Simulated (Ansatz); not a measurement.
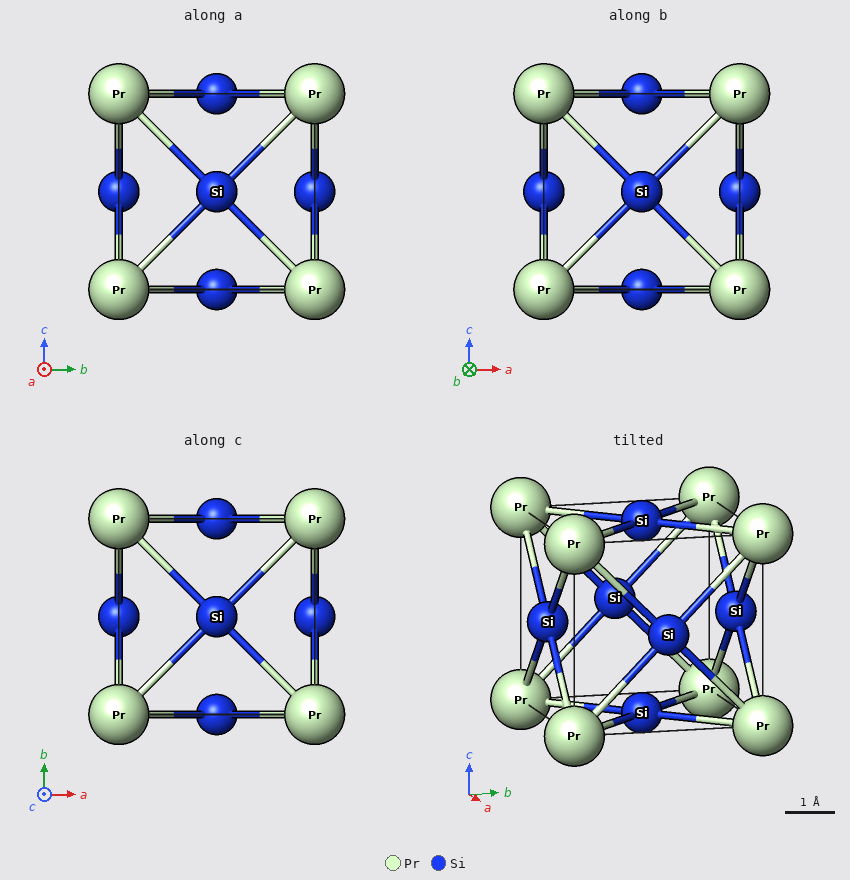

The crystal in a ball-and-stick representation, seen along the a axis, along the b axis, along the c axis and slightly off an axis. The conventional unit cell is drawn as a box.

Lattice parameters: a = 4.0610 Å, b = 4.0610 Å, c = 4.0610 Å, α = 90.000°, β = 90.000°, γ = 90.000°.

**Express the structure as a CIF in P1 with every atom of the cell.**

```cif
data_structure
_symmetry_space_group_name_H-M 'P 1'
_symmetry_Int_Tables_number 1
_cell_length_a 4.0610
_cell_length_b 4.0610
_cell_length_c 4.0610
_cell_angle_alpha 90.000
_cell_angle_beta 90.000
_cell_angle_gamma 90.000
_cell_volume 66.98
loop_
_atom_site_label
_atom_site_type_symbol
_atom_site_fract_x
_atom_site_fract_y
_atom_site_fract_z
_atom_site_occupancy
Pr1 Pr 0.0000 0.0000 0.0000 1
Si1 Si 0.0000 0.5000 0.5000 1
Si2 Si 0.5000 0.5000 0.0000 1
Si3 Si 0.5000 0.0000 0.5000 1
```

Provenance: a structure type filled with these elements by a generator (whether the compound takes this form wasn't checked). Earlier steps of the study may have refined or changed the cell and positions. It was run through Ansatz as a DFT input.
